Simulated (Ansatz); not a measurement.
**CH8FGeNSi: taking an electron away**

How much energy removes an electron from CH8FGeNSi at fixed geometry? The cation is run at each level and the neutral's energy taken from earlier runs.

Method: unrestricted cation, the program's frozen cores in correlated methods; program: Ansatz 0.2.0, Gaussian basis.

The runs, in order: UKS PBE-D4/def2-TZVPP; UKS r2SCAN-D4/def2-TZVPP; UKS PBE0-D4/def2-TZVPP; UKS B3LYP-D4/def2-TZVPP; UKS wB97X-V/def2-TZVPP; UKS wB97M-V/def2-TZVPP; UKS B2PLYP/def2-TZVPP; UHF-CCSD(T)/def2-TZVPP; UHF-MP2/def2-QZVPP; extrapolation to the limit; then −ε(HOMO) from the neutral's earlier runs with LDA (SPW92), PBE-D4, revPBE-D4, BLYP-D4, r2SCAN-D4, B97M-V, PBE0-D4, B3LYP-D4, r2SCANh-D4, r2SCAN0-D4, HSE06-D4, BHLYP-D4, CAM-B3LYP-D4, LC-ωPBE, ωB97X-V, ωB97M-V.

## 1. The geometry

An earlier PBE0-D4 in a triple-zeta def2 set relaxation fixed the geometry.

13 atoms, charge 0, spin multiplicity 1.

Atoms are counted from 1 here; the program's logs count them from 0.

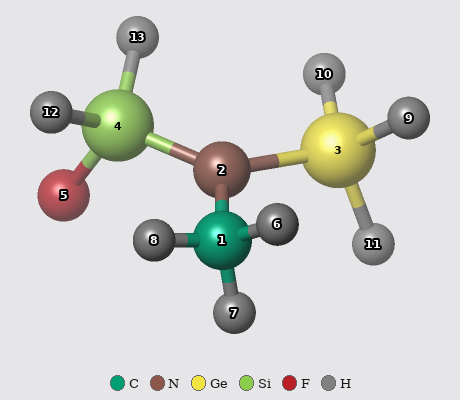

The structure; carbon teal, nitrogen brown, germanium yellow, silicon green, fluorine red, hydrogen grey; atoms are numbered from 1 in the order of the file.

## 2. Cation, UKS PBE-D4/def2-TZVPP

File in.yaml:

```yaml
crystal:
  periodic: [false, false, false]
  atoms:
    - {symbol: C, position_ang: [-1.411957, -0.536494, 0.260748]}
    - {symbol: N, position_ang: [-0.088796, 0.054038, 0.094270]}
    - {symbol: Ge, position_ang: [1.328288, -1.097534, 0.383906]}
    - {symbol: Si, position_ang: [0.080599, 1.607542, -0.568810]}
    - {symbol: F, position_ang: [-0.046012, 1.641426, -2.168912]}
    - {symbol: H, position_ang: [-1.502996, -1.031113, 1.234025]}
    - {symbol: H, position_ang: [-1.640020, -1.275855, -0.515777]}
    - {symbol: H, position_ang: [-2.184770, 0.236368, 0.217349]}
    - {symbol: H, position_ang: [1.206078, -1.632690, 1.822328]}
    - {symbol: H, position_ang: [2.625048, -0.306932, 0.180521]}
    - {symbol: H, position_ang: [1.241824, -2.279368, -0.600614]}
    - {symbol: H, position_ang: [-1.019728, 2.469010, -0.073446]}
    - {symbol: H, position_ang: [1.432942, 2.116903, -0.250587]}
basis:
  gaussian: {orbitals: def2-TZVPP}
total_charge: 1
magnetization: {spin_polarized: true, initial_magnetization: 1}
hamiltonian: {xc: pbe, dispersion: d4}
```

Further steps of the session: Cation, UKS r2SCAN-D4/def2-TZVPP; Cation, UKS PBE0-D4/def2-TZVPP; Cation, UKS B3LYP-D4/def2-TZVPP; Cation, UKS wB97X-V/def2-TZVPP; Cation, UKS wB97M-V/def2-TZVPP; Cation, UKS B2PLYP (frozen core)/def2-TZVPP; Cation, UHF-CCSD(T)/def2-TZVPP; Cation, UHF-MP2/def2-QZVPP.

Q: Predict the results of all the runs planned. Wanted: ionisation energy, CCSD(T)/CBS; nearest functional by difference; nearest −ε(HOMO); −ε(HOMO) of PBE; T1 of the cation.

The runs gave:

| quantity | value |
| --- | --- |
| ionisation energy, CCSD(T)/CBS | 9.51 eV |
| nearest functional by difference | ωB97M-V (-0.16 eV) |
| nearest −ε(HOMO) | ωB97M-V (+0.13 eV) |
| −ε(HOMO) of PBE | 6.02 eV |
| T1 of the cation | 0.018 |

In words: Energy differences with functionals land within 0.44 eV of the reference. −ε(HOMO) of PBE misses by 3.5 eV, since self-interaction lifts the level. Among orbital estimates ωB97M-V comes nearest. Hartree-Fock falls 1.35 eV short, as the neutral has more correlation energy than the cation. Correlated methods include outer-core shells of Ge, which these sets cover unevenly. With outer-core shells in play the reference is unsure by up to some tenths of an eV, so close misses can't be ranked.
